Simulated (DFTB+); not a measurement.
Geometry relaxation, with input and output: TiCl3F (part 2 of 2)

TiCl3F, SMILES [F][Ti]([Cl])([Cl])[Cl]; GFN1-xTB, R-SCC, dispersion built in (DFTB+ 25.1). The geometry comes from this level: GFN2-xTB. The settings are looser than a standard set-up, so the numbers are not reference values.

Geometry of the input (Å):
```
Ti 0.0007  -0.0011  0.1373
F  0.0085  -0.0147  1.8300
Cl 1.9526  0.0100  -0.6649
Cl -0.9850  1.6966  -0.6375
Cl -0.9768  -1.6908  -0.6649
```

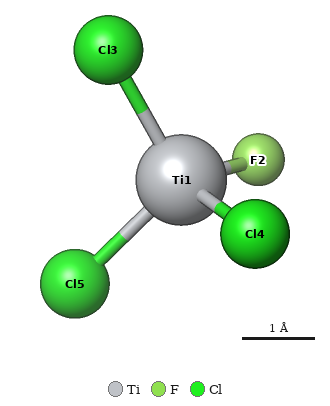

The geometry at step 4 of the log (ball-and-stick view, seen at a tilt; atoms are numbered from 1 in the order of the input).

The program's output, continued
```
 iSCC Total electronic   Diff electronic      SCC error
    1   -0.19412965E+02    0.00000000E+00    0.57528701E-02
    2   -0.19412971E+02   -0.85946695E-03    0.21124262E-02
    3   -0.19412973E+02   -0.60562481E-05    0.14074439E-02
    4   -0.19412973E+02   -0.20006836E-05    0.58613142E-03
    5   -0.19412973E+02   -0.79179461E-07    0.39167122E-03
    6   -0.19412973E+02   -0.24364290E-07    0.72623990E-05
    7   -0.19412973E+02   -0.71156023E-08    0.17315171E-05
    8   -0.19412973E+02   -0.15802470E-10    0.20545148E-06
    9   -0.19412973E+02   -0.15987212E-12    0.41263520E-07
   10   -0.19412973E+02    0.00000000E+00    0.23159861E-08

Total Energy:                      -19.3707701191 H         -527.1055 eV
Extrapolated to 0K:                -19.3707701191 H         -527.1055 eV
Total Mermin free energy:          -19.3707701191 H         -527.1055 eV
Force related energy:              -19.3707701191 H         -527.1055 eV

total energy  -1.9370770E+01 H       energy change -2.4315284E-04 H
gradient norm  6.6418853E-03 H/a0    max. gradient  4.8294515E-03 H/a0
step length    9.9038482E-02 a0      max. step      5.0237693E-02 a0

--------------------------------------------------------------------------------

***  Geometry step: 7

 iSCC Total electronic   Diff electronic      SCC error
    1   -0.19414639E+02    0.00000000E+00    0.96523613E-02
    2   -0.19414642E+02   -0.16662452E-02    0.25971656E-02
    3   -0.19414643E+02   -0.32743459E-05    0.37105863E-02
    4   -0.19414643E+02   -0.50350687E-06    0.57667208E-03
    5   -0.19414644E+02   -0.79253567E-06    0.16273148E-03
    6   -0.19414644E+02   -0.34864236E-08    0.14638917E-04
    7   -0.19414644E+02   -0.43346198E-08    0.22242987E-05
    8   -0.19414644E+02   -0.60435212E-10    0.15843348E-06
    9   -0.19414644E+02   -0.49027449E-12    0.81480710E-07
   10   -0.19414644E+02    0.00000000E+00    0.84733687E-09

Total Energy:                      -19.3708794507 H         -527.1084 eV
Extrapolated to 0K:                -19.3708794507 H         -527.1084 eV
Total Mermin free energy:          -19.3708794507 H         -527.1084 eV
Force related energy:              -19.3708794507 H         -527.1084 eV

total energy  -1.9370879E+01 H       energy change -1.0933157E-04 H
gradient norm  3.6119919E-03 H/a0    max. gradient  2.6243670E-03 H/a0
step length    5.2921858E-02 a0      max. step      3.3140136E-02 a0

Geometry converged

--------------------------------------------------------------------------------
--------------------------------------------------------------------------------
Pre-SCC initialisation                 +       0.02 ( 13.0%)       0.02 ( 10.0%)
SCC                                    +       0.09 ( 63.6%)       0.12 ( 70.6%)
Post-SCC processing                    +       0.03 ( 22.6%)       0.03 ( 18.8%)
--------------------------------------------------------------------------------
Missing                                +       0.00 (  0.8%)       0.00 (  0.6%)
Total                                  =       0.13 (100.0%)       0.17 (100.0%)
--------------------------------------------------------------------------------
```

File detailed.out
```
Fermi distribution function

Geometry optimization step: 7

********************************************************************************
 iSCC Total electronic   Diff electronic      SCC error
   10   -0.19414644E+02    0.00000000E+00    0.84733687E-09
********************************************************************************

 Total charge:    -0.00000000

 Atomic gross charges (e)
 Atom           Charge
    1       0.77623412
    2      -0.33086887
    3      -0.14845650
    4      -0.14844377
    5      -0.14846499

Nr. of electrons (up):     32.00000000
Atom populations (up)
 Atom       Population
    1       3.22376588
    2       7.33086887
    3       7.14845650
    4       7.14844377
    5       7.14846499

l-shell populations (up)
 Atom Sh.   l       Population
    1   1   2       1.28412758
    1   2   0       0.89363885
    1   3   1       1.04599945
    2   1   0       1.73940818
    2   2   1       5.59146069
    3   1   0       1.81735192
    3   2   1       5.33704005
    3   3   2      -0.00593547
    4   1   0       1.81734544
    4   2   1       5.33703412
    4   3   2      -0.00593580
    5   1   0       1.81735480
    5   2   1       5.33704551
    5   3   2      -0.00593532

Orbital populations (up)
 Atom Sh.   l   m       Population  Label
    1   1   2  -2       0.26216563  d_xy
    1   1   2  -1       0.22266924  d_yz
    1   1   2   0       0.22157056  d_z2
    1   1   2   1       0.28829921  d_xz
    1   1   2   2       0.28942294  d_x2-y2
    1   2   0   0       0.89363885  s
    1   3   1  -1       0.33148800  p_y
    1   3   1   0       0.38302311  p_z
    1   3   1   1       0.33148834  p_x
    2   1   0   0       1.73940818  s
    2   2   1  -1       1.88009043  p_y
    2   2   1   0       1.83127937  p_z
    2   2   1   1       1.88009089  p_x
    3   1   0   0       1.81735192  s
    3   2   1  -1       1.84786671  p_y
    3   2   1   0       1.82237250  p_z
    3   2   1   1       1.66680085  p_x
    3   3   2  -2      -0.00063525  d_xy
    3   3   2  -1      -0.00202698  d_yz
    3   3   2   0      -0.00035583  d_z2
    3   3   2   1      -0.00110527  d_xz
    3   3   2   2      -0.00181214  d_x2-y2
    4   1   0   0       1.81734544  s
    4   2   1  -1       1.71106616  p_y
    4   2   1   0       1.82421390  p_z
    4   2   1   1       1.80175405  p_x
    4   3   2  -2      -0.00061041  d_xy
    4   3   2  -1      -0.00076763  d_yz
    4   3   2   0      -0.00161618  d_z2
    4   3   2   1      -0.00165446  d_xz
    4   3   2   2      -0.00128712  d_x2-y2
    5   1   0   0       1.81735480  s
    5   2   1  -1       1.71213521  p_y
    5   2   1   0       1.82238256  p_z
    5   2   1   1       1.80252774  p_x
    5   3   2  -2      -0.00063523  d_xy
    5   3   2  -1      -0.00077247  d_yz
    5   3   2   0      -0.00161023  d_z2
    5   3   2   1      -0.00163634  d_xz
    5   3   2   2      -0.00128106  d_x2-y2

Fermi level:                        -0.4455856902 H          -12.1250 eV
Band energy:                       -20.4088810000 H         -555.3539 eV
TS:                                  0.0000000000 H            0.0000 eV
Band free energy (E-TS):           -20.4088810000 H         -555.3539 eV
Extrapolated E(0K):                -20.4088810000 H         -555.3539 eV
Input / Output electrons (q):     32.0000000000     32.0000000000

Energy H0:                         -19.4875677124 H         -530.2837 eV
Energy SCC:                          0.0729242076 H            1.9844 eV
Total Electronic energy:           -19.4146435049 H         -528.2993 eV
Repulsive energy:                    0.0463606159 H            1.2615 eV
Halogen correction energy:           0.0000000000 H            0.0000 eV
Total energy:                      -19.3708794507 H         -527.1084 eV
Extrapolated to 0:                 -19.3708794507 H         -527.1084 eV
Total Mermin free energy:          -19.3708794507 H         -527.1084 eV
Force related energy:              -19.3708794507 H         -527.1084 eV

Non-constrained calculation

SCC converged

Full geometry written in geo_end.{xyz|gen}

Total Forces
    1      0.000011864668     -0.000030652577      0.001576785147
    2     -0.000012354337      0.000022570997     -0.002624367044
    3     -0.001049248910     -0.000004403631      0.000354975131
    4      0.000523111812     -0.000902914269      0.000336420519
    5      0.000526626767      0.000915399480      0.000356186247

Maximal derivative component:        0.262437E-02 au

Dipole moment:   -0.00090218    0.00162321   -0.17495174 au
Dipole moment:   -0.00229311    0.00412578   -0.44468300 Debye

Geometry converged
```

Trajectory as extended XYZ (Å, eV, eV/Å), 8 frames, from step=0 to step=7
```
5
Properties=species:S:1:pos:R:3 step=0 energy=-527.06124
Ti    0.0007   -0.0011    0.1373
F     0.0085   -0.0147    1.8300
Cl    1.9526    0.0100   -0.6649
Cl   -0.9850    1.6966   -0.6375
Cl   -0.9768   -1.6908   -0.6649
5
Properties=species:S:1:pos:R:3 step=1 energy=-527.07258
Ti    0.0007   -0.0011    0.1441
F     0.0085   -0.0147    1.8235
Cl    1.9568    0.0100   -0.6650
Cl   -0.9871    1.7002   -0.6376
Cl   -0.9789   -1.6944   -0.6650
5
Properties=species:S:1:pos:R:3 step=2 energy=-527.08153
Ti    0.0007   -0.0012    0.1543
F     0.0084   -0.0146    1.8111
Cl    1.9661    0.0100   -0.6643
Cl   -0.9917    1.7082   -0.6368
Cl   -0.9835   -1.7024   -0.6643
5
Properties=species:S:1:pos:R:3 step=3 energy=-527.08322
Ti    0.0007   -0.0012    0.1526
F     0.0084   -0.0146    1.8097
Cl    1.9686    0.0100   -0.6633
Cl   -0.9930    1.7103   -0.6357
Cl   -0.9847   -1.7046   -0.6633
5
Properties=species:S:1:pos:R:3 step=4 energy=-527.09686
Ti    0.0006   -0.0010    0.1220
F     0.0084   -0.0144    1.7913
Cl    2.0008    0.0100   -0.6472
Cl   -1.0090    1.7380   -0.6191
Cl   -1.0006   -1.7326   -0.6471
5
Properties=species:S:1:pos:R:3 step=5 energy=-527.09889
Ti    0.0006   -0.0009    0.1144
F     0.0083   -0.0144    1.7855
Cl    2.0057    0.0100   -0.6427
Cl   -1.0114    1.7422   -0.6146
Cl   -1.0030   -1.7369   -0.6426
5
Properties=species:S:1:pos:R:3 step=6 energy=-527.10551
Ti    0.0004   -0.0007    0.0878
F     0.0082   -0.0142    1.7597
Cl    2.0182    0.0099   -0.6253
Cl   -1.0176    1.7528   -0.5970
Cl   -1.0091   -1.7478   -0.6253
5
Properties=species:S:1:pos:R:3 step=7 energy=-527.10848
Ti    0.0004   -0.0006    0.0752
F     0.0082   -0.0141    1.7422
Cl    2.0208    0.0098   -0.6153
Cl   -1.0188    1.7549   -0.5870
Cl   -1.0104   -1.7501   -0.6153
```

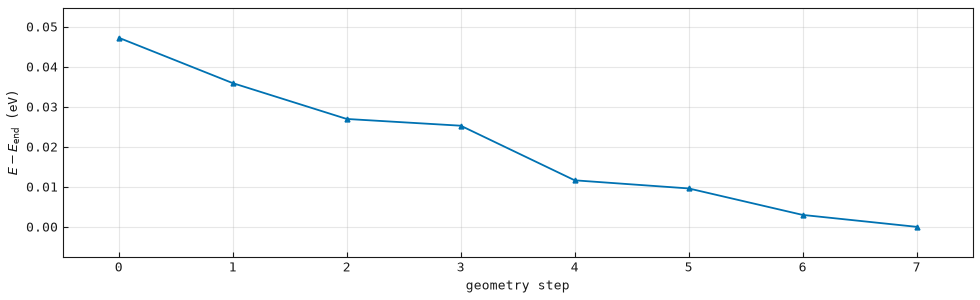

Progress of the relaxation, step by step (steps are counted from 0).

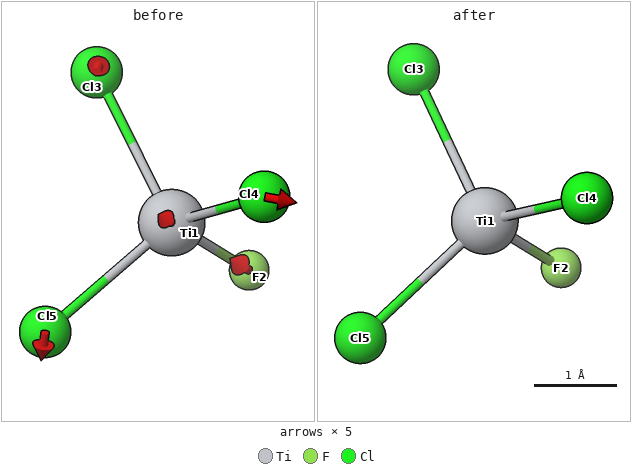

Before (left) and after (right) the relaxation, at one scale (ball-and-stick view, seen at a tilt). The red arrows give the displacements, magnified 5 times. The atom that moves furthest after the best rigid fit is F2 (0.088 Å). By element the largest moves are F 0.088 Å, Cl 0.084 Å, Ti 0.062 Å. Distances before and after: Ti1–F2 1.693 → 1.667 Å, Ti1–Cl3 2.110 → 2.135 Å. Among the angles that change: Cl3–Ti1–Cl4 106.8° → 110.3°, F2–Ti1–Cl3 112.1° → 108.6°. After 7 geometry steps the energy has fallen by 0.047 eV. (Atoms are counted from 1 in the order of the input.)

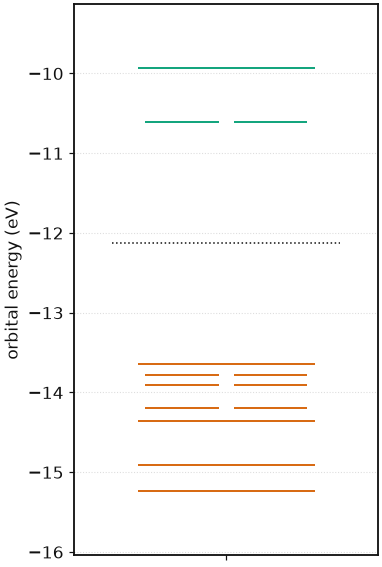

Orbital energies near the frontier; the dotted line parts filled from empty levels, and levels within 0.02 eV of each other stand side by side. Highest filled −13.64 eV, lowest empty −10.61 eV, 3.03 eV apart.
